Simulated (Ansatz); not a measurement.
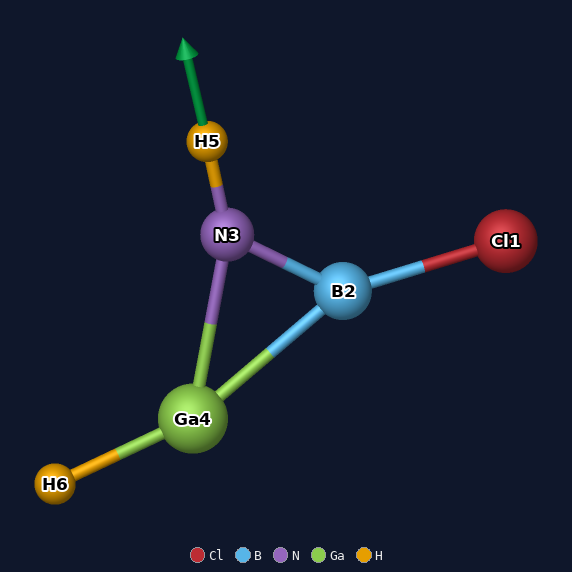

The arrows show one normal mode. Harmonic vibrations computed with RKS PBE0-D4/def2-TZVP (Ansatz 0.2.0) at a stationary point of the same level.

Describe the motion.

Answer. Mostly N–H stretching.

Estimate its harmonic wavenumber.

Answer. 3543 cm⁻¹; it is mode 12 of 12 counted from the lowest.
